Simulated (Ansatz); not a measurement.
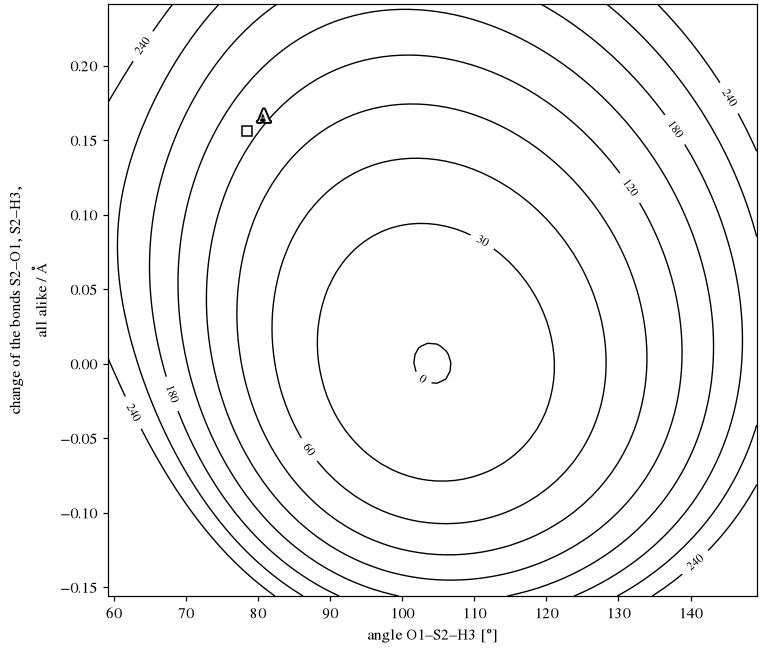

HOS, SMILES O=[SH+], charge +1. 
- Coordinates scanned: (1) angle O1–S2–H3; (2) change of the bonds S2–O1, S2–H3, all alike.
- Nothing is relaxed (all other coordinates rigid).
- The grid has 15 × 15 points.
- Points are written as (first, second).
- All energies are given in kJ/mol relative to the lowest grid point.
- All numbers below come from Ansatz 0.2.0, RKS B3LYP-D4/def2-TZVP.

The picture shows contour lines labelled in kJ/mol (none above 240), the point A. Between grid points the surface is interpolated.

### Which way does the force act at A, and how strong is it?

A, at (78.5°, 0.156 Å), is not a stationary point. The computed force is 4.7 kJ/mol for each degree towards larger values of angle O1–S2–H3 and 660 kJ/mol for each Å towards smaller values of the second coordinate.
